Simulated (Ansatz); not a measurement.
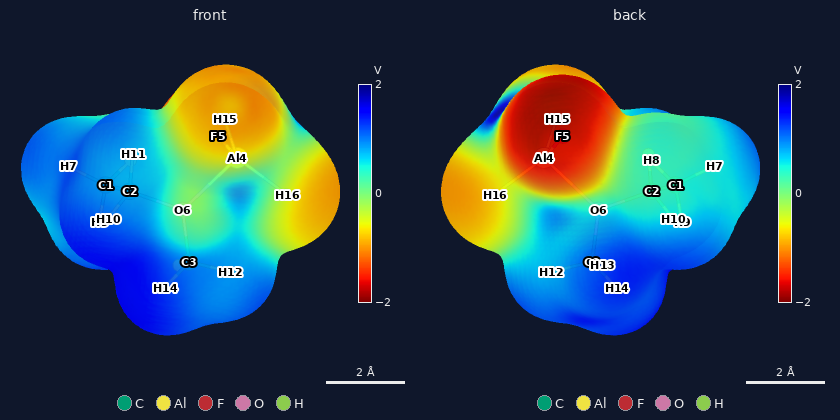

Figure. C3H10AlFO (SMILES CC[O+](C)[AlH2-][F]). The molecular electrostatic potential painted on the density surface at 0.002 e/bohr³, seen from the front and from behind; red is negative and blue positive.

Geometry: r2SCAN-D4/def2-SVP.

These are results of Ansatz, isolated molecule in a Gaussian basis; Kohn-Sham density functional theory, functional PBE0, not measurements.

```csv
atom,x (Å),y (Å),z (Å)
C,0.8540,-0.0434,0.4648
C,0.5233,0.5594,-0.8818
C,-0.9796,2.3302,-0.1287
Al,1.7634,3.2118,-0.8534
F,2.5294,2.6949,0.5711
O,0.2329,1.9820,-0.8079
H,1.1882,-1.0822,0.3195
H,1.6644,0.5294,0.9398
H,-0.0160,-0.0681,1.1384
H,-0.3460,0.0801,-1.3648
H,1.3776,0.5000,-1.5727
H,-1.1195,3.4086,-0.2707
H,-0.9071,2.1052,0.9466
H,-1.8173,1.7753,-0.5797
H,2.5026,2.7289,-2.1807
H,0.9981,4.6056,-0.7350
```

### Which sites attract a positive test charge, and which a negative one?

A positive charge is drawn to the negative regions and a negative charge to the positive ones. The most negative region (about −1.9 V, or −44 kcal/mol for a unit charge) lies over F5, the most positive (about +1.6 V, or +37 kcal/mol for a unit charge) over Al4, H10 and H14.

### What dipole moment does the calculation give?

Its dipole moment is 5.42 D.
